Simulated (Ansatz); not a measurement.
# Ti2HC (R-3m): comparison of functionals at one structure from a Python script

How far apart do the functionals lie for Ti2HC (R-3m) at one structure? Aim: a comparison of functionals at one structure, for Ti2HC (R-3m), run from a script.

All numbers are computed with Ansatz 0.2.0 through its Python package. The levels of theory stand in the script.

## (1) The structure

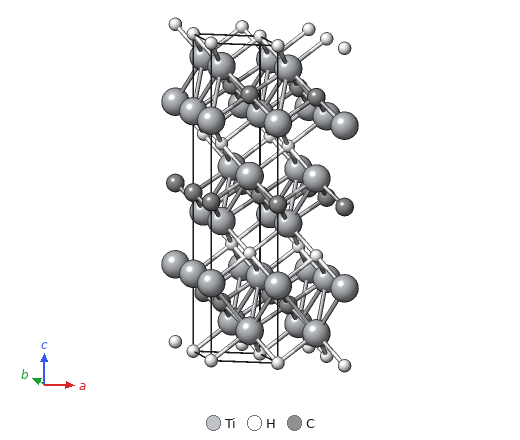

The structure that the script starts from, seen slightly off an axis (titanium light grey, hydrogen white, carbon grey). 2×2×1 cells are drawn. The cell is the conventional one. Atoms on cell faces are repeated.

The script holds or builds the structure itself.

## (2) Script

Contents of ti2hc_xc.py:

```python
# -*- coding: utf-8 -*-
"""One structure of Ti2HC under several functionals."""

import ansatz as az

cell = (
    az.Lattice.from_parameters(5.117334, 5.117334, 5.117334, alpha=35.22237, beta=35.22237, gamma=35.22237)
    .atom("Ti", (0.756054, 0.756054, 0.756054))
    .atom("Ti", (0.243946, 0.243946, 0.243946))
    .atom("H", (0.0, 0.0, 0.0))
    .atom("C", (0.5, 0.5, 0.5))
)

base = (
    cell.calculation()
    .pseudopotentials("paw")
    .kpoints(10, 10, 10)  # the mesh must be finer for metals
    .occupations("fermi_dirac", width=100 * az.meV)  # fractional filling near the Fermi level
    .stress()  # GPa
)

rows = []
for value in ["lda", "pbesol", "blyp"]:
    r = base.functional(value).run().report
    rows.append((value, r["free_energy_ev"] / len(r["lattice"]["sites"]), r["n_iterations"], sum(r["stress_gpa"][i][i] for i in range(3)) / 3, r["n_kpoints"]))

print("  functional   F/atom (eV)    iterations       P (GPa)      k-points")
for row in rows:
    print(f"{str(row[0]):>12s}  {row[1]:12.5f}  {row[2]:12d}  {row[3]:12.3f}  {row[4]:12d}")
```

## (3) The calls as engine input

The engine receives this input (first run):

```yaml
crystal:
  lattice:
    a: 5.117334
    b: 5.117334
    c: 5.117334
    alpha: 35.22237
    beta: 35.22237
    gamma: 35.22237
  atoms:
    - { symbol: Ti, position: [0.756054, 0.756054, 0.756054] }
    - { symbol: Ti, position: [0.243946, 0.243946, 0.243946] }
    - { symbol: H, position: [0.0, 0.0, 0.0] }
    - { symbol: C, position: [0.5, 0.5, 0.5] }
kpoints:
  mp_grid:
    grid: [10, 10, 10]
hamiltonian:
  xc: lda
  pseudopotentials:
    kind: paw
scf:
  occupations:
    method: fermi_dirac
    width: 0.1
output:
  stress: true
```

## (4) The run

Run with:

```
python ti2hc_xc.py
```

The log of the run:

```text
DeckWarning: basis.ecutwfc = 420 eV, auto-derived from the records' recommended cutoffs: set by Ti (normal level)
  functional   F/atom (eV)    iterations       P (GPa)      k-points
         lda   -1290.60393             7        -9.613           116
      pbesol   -1303.31465             7        -4.796           116
        blyp   -1320.51699             7         6.652           116
```

(Warnings from the package without file and line.)

It took 14 s on 1 thread of Arm Neoverse V2, shared host; peak memory 0.42 GiB.

## (5) What changed from run to run

The engine's inputs for the other runs:

Run 2, against run 1:

```diff
@@ -18 +18 @@
-  xc: lda
+  xc: pbesol
```

Run 3, against run 1:

```diff
@@ -18 +18 @@
-  xc: lda
+  xc: blyp
```

## (6) The engine's runs

From the records of these 3 runs:

```csv
run,functional,energy (eV/atom),pressure (GPa),SCF cycles,CPU time (s)
1,lda,-1290.6039,-9.61,7,4.1
2,pbesol,-1303.3146,-4.80,7,4.3
3,blyp,-1320.5170,6.65,7,4.5
```

Energies are free energies F = E - TS of the smeared occupations. Totals under unlike functionals or potentials can't be compared directly.

## (7) Summary of results

```
             quantity                         value
        runs compared                             3
pressure at this cell  -9.6 (lda) to 6.7 GPa (blyp)
```

What this shows: From lowest to highest: LDA (-9.6 GPa), PBEsol (-4.8 GPa) and BLYP (6.7 GPa). At a fixed cell a lower pressure usually means a smaller equilibrium volume, so LDA prefers the smallest cell and BLYP the largest. What to keep in mind:
- The run is spin-unpolarised.
- The mesh is modest for a metal, so energies can be off by several to tens of meV an atom and pressures by half a GPa or more; differences at equal mesh fare better.
- Pressure is positive in compression.
- This cell is a computed structure, which may not be the phase found in nature.
- Total energies of different functionals can't be compared; pressures, moments and gaps at this one structure can.
